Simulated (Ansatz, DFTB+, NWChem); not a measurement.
Loss of C2H4: C4H8 → 2 C2H4

Species: C4H8 (cyclobutane) `C1CCC1`, singlet; C2H4 (ethylene) `C=C`, singlet. This is a balance of energies; it says nothing on the path, which may need atoms to shift.

Shapes, held fixed at every level: PBE0-D4/def2-TZVP. Programs: Ansatz 0.2.0, DFTB+ 25.1, NWChem 7.3.0. The zero-point and thermal change to 298 K, harmonic and unscaled (PBE0-D4/def2-TZVP), is -15.5 kJ/mol.

**What was measured.** Tabulated heats of formation (Active Thermochemical Tables, CRC Handbook of Chemistry and Physics): C4H8 +27.7 (CRC); C2H4 +52.6 (ATcT) kJ/mol, which give ΔH(298 K) = +77.4 kJ/mol.

| level | kind | ΔH (kJ/mol) | computed − measured |
| --- | --- | --- | --- |
| DFTB2-D4 | semi-empirical | +122.8 | +45.4 |
| HF/def2-TZVPP | Hartree–Fock | +40.2 | -37.2 |
| PBE-D4/def2-TZVPP | GGA | +96.1 | +18.7 |
| PBE0/def2-SVP | global hybrid | +129.3 | +51.9 |
| B2PLYP/def2-TZVPP | double hybrid | +65.1 | -12.3 |
| MP2/def2-SVP | perturbation theory | +112.0 | +34.6 |
| CCSD(T)/def2-SVP | coupled cluster or CI | +89.3 | +11.8 |
| CCSD(T)/CBS estimate | coupled cluster or CI | +78.2 | +0.8 |

Nearest: CCSD(T)/CBS estimate (+0.8); farthest: PBE0/def2-SVP (+51.9). 1 of 8 levels lie within 10 kJ/mol. The CBS estimate extrapolates MP2 from def2-TZVPP and def2-QZVPP and adds CCSD(T) − MP2 in the triple-zeta set, cores frozen.

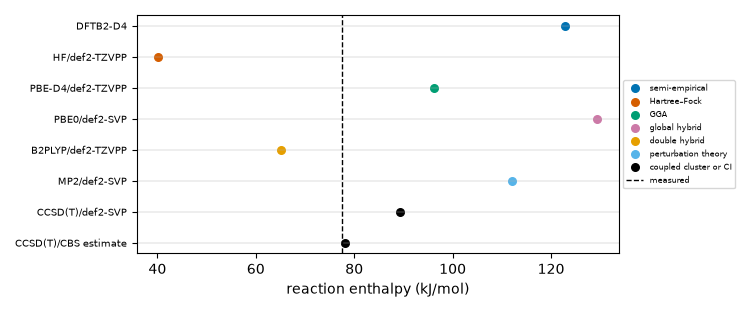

The values of the table, level by level.
